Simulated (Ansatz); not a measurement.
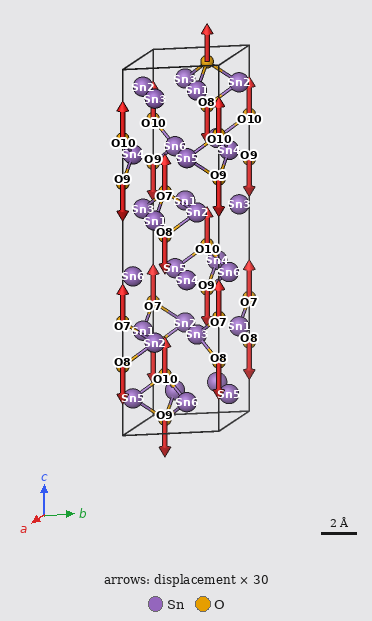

A relaxation of solid Sn3O2 (built on the corundum_167 type) (coarse preliminary run). The starting structure is drawn; red arrows show the displacements (the part carried along by the change of the cell is left out), magnified 30 times.

The picture is a ball-and-stick view of the conventional cell (3 times the calculation's cell), seen slightly off an axis. Lengths and directions refer to the drawn axes.

Case: anti-corundum type (R-3c, No. 167).

Method: DFT PBE, scalar-relativistic, plane waves, PAW (Ansatz). Settings: plane-wave cutoff 420 eV; k-point mesh 6 × 6 × 6; occupations gaussian; smearing width 0.1 eV; no spin polarisation; cell and atoms relaxed; force threshold 0.04 eV/Å; at most 70 steps.

Describe the change and its energy.

Over 3 accepted moves (5 points after the start) the energy falls by 7.2 meV per atom. The largest force component goes from 0.24 to 0.016 eV/Å. The pressure goes from 0.94 to −0.04 GPa. The line search rejected the trial step at point 1 of the run. At 1 point the geometry stayed and the basis and grid were re-selected for the new cell (energy shift of less than 0.05 meV per atom at most each time). The largest moves relative to the cell, 0.076 Å, are those of O7, O8, O9 and O10. O7 goes along +c. By element the largest moves are O 0.076 Å, Sn 0.010 Å. The volume changes by −0.7 %, with a = b 5.626 → 5.706 Å (+1.4 %), c 21.458 → 20.724 Å (−3.4 %). Some distances before and after: Sn1–O7 2.278 → 2.310 Å. The space group stays R-3c (No. 167).
